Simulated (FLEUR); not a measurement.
Band structure of ErH₃ (P6_3/mmc, 8 atoms in the cell).

```xyz
8
Lattice="3.4832 0.0000 0.0000 -1.7416 3.0165 0.0000 0.0000 0.0000 5.9035" Properties=species:S:1:pos:R:3 pbc="T T T"
Er     1.7416     1.0055     4.4276
Er     0.0000     2.0110     1.4759
H      0.0000     0.0000     0.0000
H      0.0000     0.0000     2.9517
H      1.7416     1.0055     2.3774
H      0.0000     2.0110     3.5260
H      0.0000     2.0110     5.3292
H      1.7416     1.0055     0.5743
```
Moments meant for the start (each program seeds them in its own way; μB, in the order of the atoms Er Er H H H H H H): 3.0 3.0 0.0 0.0 0.0 0.0 0.0 0.0.

Method: LDA (Perdew-Zunger), all-electron FLAPW (FLEUR), scalar-relativistic valence.

Settings: Kmax = 4 1/bohr; GmaxXC = 16 1/bohr; xcFunctional = pz; jspins = 2; l_soc = F; mode = hist; fermiSmearingEnergy = 0.00499791 Htr; mesh (inpgen div1-3) = 7 7 4; inpgen gamma flag = true; Gmax = 16 1/bohr; numbands = 0; maxIterBroyd = 25; imix = Anderson; alpha = 0.05.

The starting cell comes from a database of computed structures (which also holds hypothetical and non-ambient phases and stackings), without a prior relaxation at this level. Its lattice was rescaled by a random factor within 2.5 % of one. Spin-orbit coupling is off. The f electrons are in the valence without U or exact exchange, which can misplace them near the Fermi level. Spin-orbit terms, which matter for f shells, are left out. Values depend on the basis (sphere radii, cutoffs, local orbitals), which need not be converged.

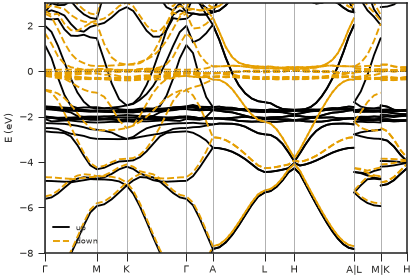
*Bands along the path, energies from the Fermi level.*

Levels in eV from the Fermi level, bands 25 to 32 of the first spin channel:
```tsv
point	25	26	27	28	29	30	31	32
Γ	-1.55	1.14	1.99	2.30	2.57	2.57	3.31	3.31
M	-1.74	-1.65	-1.59	1.45	2.03	2.29	5.49	7.04
K	-1.75	-1.71	-1.51	-1.51	2.81	4.77	4.77	6.08
A	-1.58	-1.58	2.04	2.04	2.58	2.58	2.58	2.58
L	-1.72	-1.72	-1.37	-1.37	3.76	3.76	4.90	4.90
H	-1.72	-1.72	-1.70	-1.70	3.51	3.51	5.81	5.81
```
